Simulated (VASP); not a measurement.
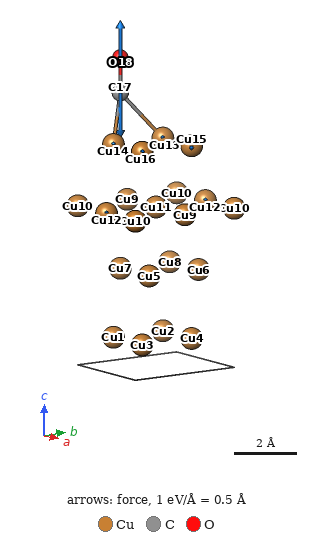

Starting geometry of a slab of composition Cu₁₆CO with the computed forces as blue arrows. Style: ball-and-stick. Shown: the cell of the calculation, outlined in the plane, without the vacuum, slightly off an axis.

The run lets the atoms move in a fixed cell. 8 atoms are held fixed.

Level of theory: Kohn-Sham DFT of a periodic cell, PBE, VASP PAW PBE potentials, recommended in VASP 6.6.1.

Input file:
```
PREC     = Normal         # precision mode
ENCUT    = 450            # plane-wave cutoff, eV
EDIFF    = 1E-6           # SCF threshold, eV
ISMEAR   = 1              # smearing method
SIGMA    = 0.1            # smearing width, eV
LREAL    = Auto         
LASPH    = True           # aspherical terms in the spheres
NELM     = 80             # most SCF steps
ALGO     = Normal         # electronic algorithm
ISIF     = 2              # what is computed and relaxed
LWAVE    = False          # write WAVECAR
LCHARG   = False          # write CHGCAR
LDIPOL   = True         
IDIPOL   = 3            
DIPOL    = 0.5 0.5 0.463
GGA      = PE             # functional
IBRION   = 2              # ionic algorithm
NSW      = 90             # ionic steps
EDIFFG   = -0.03          # ionic threshold
KPAR     = 4
```

Command:
```bash
cat potpaw_PBE.64/Cu/POTCAR potpaw_PBE.64/C/POTCAR potpaw_PBE.64/O/POTCAR > POTCAR
mpirun -np 4 vasp_std > vasp.out
```

Q: Is this structure relaxed? If not, where do the atoms go?

A: It isn't relaxed: the largest force vector, on C17, is 3.02 eV/Å. The final displacements have little in common with the starting forces (cosine between the two patterns 0.24). Cu15 moves most: 0.13 Å along the normal (−c). Largest moves by element: Cu 0.13 Å, C 0.12 Å, O 0.09 Å. The cell stays as it was. Some distances before and after: Cu13–C17 2.139 → 2.055 Å, Cu10–Cu15 2.571 → 2.509 Å, Cu7–Cu10 2.571 → 2.523 Å, Cu10–Cu14 2.571 → 2.612 Å. Bond angles that change, for instance: Cu13–C17–Cu14 73.9° → 77.4°, Cu13–C17–O18 136.1° → 133.8°. Over 41 geometry steps the energy falls by 0.107 eV per cell of the calculation. The largest force component goes from 3 to 0.03 eV/Å. At step 1 the optimiser overshot: the energy rose above the start, and later steps came back.
